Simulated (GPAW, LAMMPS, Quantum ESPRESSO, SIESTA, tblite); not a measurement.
**Amorphous carbon (150 atoms): other programs against plane waves**

Aim: forces, pressure of amorphous carbon (150 atoms) at one geometry, from other programs and methods, against plane-wave PBE.

Results are calculated, not measured.

**1. The structure**

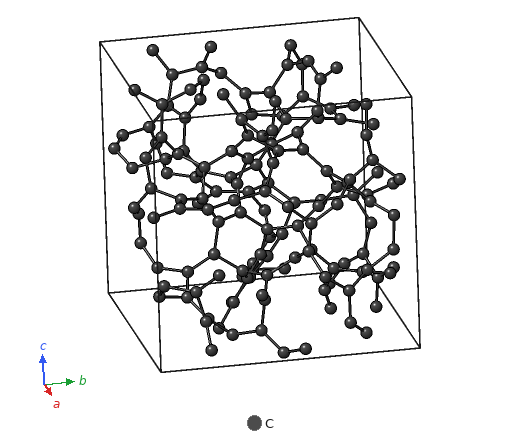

The cell (carbon dark grey). Some periodic images of atoms are drawn too.

The cell holds 150 atoms (150 C), with edges of 11.98, 11.98 and 11.98 Å. Recipe: 150 atoms (150 C) placed at random at 1.74 g/cm³, melted at 5500 K for 10 ps at fixed volume with the LCBOP (Los and Fasolino, Phys. Rev. B 68, 024107 (2003)). Quenched from 5500 K to 300 K at 100 K/ps and fixed volume, held 5 ps. The density is 1.74 g/cm³.

**2. The reference input**

Quantum ESPRESSO 7.5: Kohn-Sham DFT, PBE, SSSP efficiency 1.3.0 pseudopotentials, plane waves. Its input, pw.in:

```
&control
  calculation = 'scf'
  pseudo_dir = './pseudo'
  outdir = './tmp'
  disk_io = 'none'
  tprnfor = .true.
  tstress = .true.
/
&system
  ibrav = 0
  nat = 150
  ntyp = 1
  ecutwfc = 45
  ecutrho = 360
  nosym = .true.
  occupations = 'smearing'
  smearing = 'fd'
  degauss = 0.003675
/
&electrons
  conv_thr = 7.5e-07
  electron_maxstep = 100
  mixing_beta = 0.2
  mixing_mode = 'local-TF'
  diagonalization = 'david'
/
ATOMIC_SPECIES
C 12.011 C.upf
CELL_PARAMETERS angstrom
11.98460 0.00000 0.00000
0.00000 11.98460 0.00000
0.00000 0.00000 11.98460
ATOMIC_POSITIONS crystal
C 0.83603 0.42345 0.07455
C 0.61652 0.29341 0.32099
C 0.60683 0.44062 0.77632
C 0.61210 0.25661 0.54498
[... 144 atom lines left out ...]
C 0.73300 0.84089 0.23486
C 0.90106 0.84039 0.83317
K_POINTS gamma
```

```console
$ OMP_NUM_THREADS=1 mpirun -np 4 pw.x -in pw.in > output.txt
```

Run time: 3.4 min. Hardware: 4 MPI ranks of Arm Neoverse V2, shared host; peak memory 6.1 GiB; 14 min of CPU time.

It converged with an r.m.s. force component of 1.6 eV/Å and a pressure of -11 GPa.

**3. The other programs**

- GPAW 26.7.0: PAW with atomic orbitals (LCAO), plane waves or a real-space grid of spacing h.
- Quantum ESPRESSO 7.5: plane waves; labels (QE) give functional, pseudopotential set and cutoffs of waves/density.
- SIESTA 5.4.2: numerical atomic orbitals, whose automatically made sets are far from complete, with PseudoDojo norm-conserving potentials that we converted to its format (checked against plane waves on the same files for H, C, O, Si, Ge and Ca alone); labels give functional, basis size, energy shift and mesh cutoff.
- tblite 0.8.0: extended tight binding, driven from Python.

All use the same cell and atoms, and the electronic-structure runs the same k-mesh.

**4. All runs compared**

Differences are against the reference: forces as r.m.s. over components, share as that over the reference's r.m.s. force, slope as the fitted ratio of a run's forces to the reference's.

```
                                                 run  Δ force, r.m.s. (meV/Å)  share (%)  slope  Δ pressure (GPa)  cores  CPU time  memory (GiB)
                                           reference                        -          -      -                 -      4    14 min           6.1
                        GPAW PBE, LCAO dzp, h 0.16 Å                      150       9.27  1.007                 -      4    14 min           4.1
                         GPAW PBE, LCAO dzp, h 0.2 Å                      152       9.34  1.008                 -      2   7.5 min           2.1
   GPAW PBE, LCAO dzp, h 0.2 Å, other mixer settings                      152       9.39  1.008                 -      4    12 min           3.0
           GPAW PBE, LCAO szp(dzp), h 0.2 Å (coarse)                      387       23.9  1.002                 -      2   4.7 min           1.6
                              GPAW PBE, grid h 0.2 Å                     10.6      0.654  0.999                 -      4    22 min           3.7
     QE PBE+D3(BJ), sssp-1.3.0-efficiency, 45/360 Ry                     30.1       1.86  1.000             -1.14      4    13 min           6.1
   QE PBE, sssp-1.3.0-efficiency, 35/280 Ry (coarse)                     9.41       0.58  0.998             -2.34      4    10 min           4.2
SIESTA PBE, DZP, shift 0.01 Ry, mesh 100 Ry (coarse)                      221       13.6  1.014              5.07      4   4.1 min           1.4
         SIESTA PBE, DZP, shift 0.01 Ry, mesh 300 Ry                      221       13.6  1.014              5.07      4   8.3 min           2.2
 SIESTA PBE, SZ, shift 0.01 Ry, mesh 300 Ry (coarse)                      826       50.9  1.057              24.1      1   1.8 min          0.72
SIESTA PBE, SZP, shift 0.01 Ry, mesh 300 Ry (coarse)                      531       32.7  1.010              14.2      2   5.3 min           1.6
         SIESTA PBE, TZP, shift 0.01 Ry, mesh 300 Ry                      193       11.9  1.013              4.60      4    12 min           2.9
                                     tblite GFN1-xTB                      302       18.6  1.065             -5.59      1     4.3 s          0.14
                                     tblite GFN2-xTB                      283       17.4  1.046             -8.00      1      12 s          0.15
```

Rows marked coarse were listed beforehand as settings not expected to be converged; some can still land near the reference.

CPU time is summed over cores on shared hosts, so it is rough.

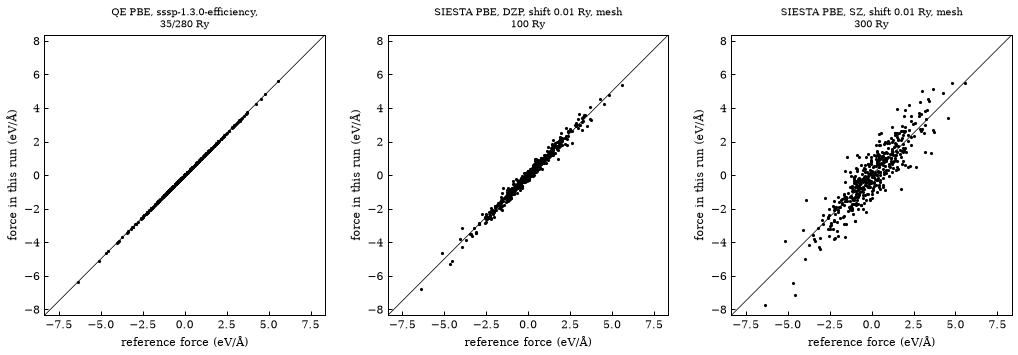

Force components against those of the reference; the line marks equality.

**5. What came out**

Forces lie from 0.58 % (QE PBE, sssp-1.3.0-efficiency, 35/280 Ry, coarse) to 51 % (SIESTA PBE, SZ, shift 0.01 Ry, mesh 300 Ry, coarse) of the reference's r.m.s. force of 1.6 eV/Å away from it. Other PBE runs on plane waves or a grid: GPAW PBE, grid h 0.2 Å 0.65 % of the r.m.s. force; the reference has errors of its own, so differences under a few per cent don't tell which side is nearer the exact PBE result. The PBE runs in local orbitals, coarse settings apart, differ by 9.3 % (GPAW PBE, LCAO dzp, h 0.16 Å) to 14 % (SIESTA PBE, DZP, shift 0.01 Ry, mesh 300 Ry); basis, grid and potentials can all enter. Tight binding differs by 17 % (tblite GFN2-xTB) to 19 % (tblite GFN1-xTB); it is another model, with fitted parameters of its own, and the xTB methods hold dispersion.

In the reference's own program, potentials and cutoffs, a change of model alone moves forces by 1.9 % (QE PBE+D3(BJ), sssp-1.3.0-efficiency, 45/360 Ry). Runs with settings chosen to be coarse differ by 0.58 % (QE PBE, sssp-1.3.0-efficiency, 35/280 Ry) to 51 % (SIESTA PBE, SZ, shift 0.01 Ry, mesh 300 Ry), their programs' other errors included. From GPAW PBE, LCAO dzp, h 0.2 Å to the finer GPAW PBE, LCAO dzp, h 0.16 Å the share goes from 9.34 to 9.27 %, so the grid isn't what parts these runs from the reference. From SIESTA PBE, DZP, shift 0.01 Ry, mesh 100 Ry to the finer SIESTA PBE, DZP, shift 0.01 Ry, mesh 300 Ry the share goes from 13.6 to 13.6 %, so the grid isn't what parts these runs from the reference. Pressures at PBE, coarse settings apart, lie +4.60 to +5.07 GPa from the reference's.

**Limits.** Periodic xTB results under one method name differ between programs and library versions. The reference's pressure holds the uncorrected Pulay stress of its 45 Ry basis, so small pressure differences may be the reference's own error. The quench rate of 100 K/ps is many orders above laboratory rates, so the cell is likely richer in defects and strain than a real sample. The network of bonds at the start is that of the classical potential that made the cell, and needn't be the one that DFT or experiment would give. The reference's stress is far from hydrostatic: its diagonal is -8.9, -10.9, -12.2 GPa, compression counted positive. The electronic-structure runs sample only Γ, in a cell whose shortest periodic width is 12 Å, which is coarse for a cell with partly filled levels. Where levels are smeared, the DFT runs use Fermi–Dirac occupations at 580 K (0.05 eV), and energies are free energies. The reference's cutoffs and mesh weren't converged further here.

[Logs are printed without paths, hosts, clocks, repeated set-up lines and the standing remarks that a program may print on its own settings, such as how far it seeks lower states.]

[Hosts, paths, dates, database ids (printed as entryN), source tags and the programs' standing remarks are cut or masked in the printed files.]

[Cells were taken only where this reference lay near another plane-wave run.]
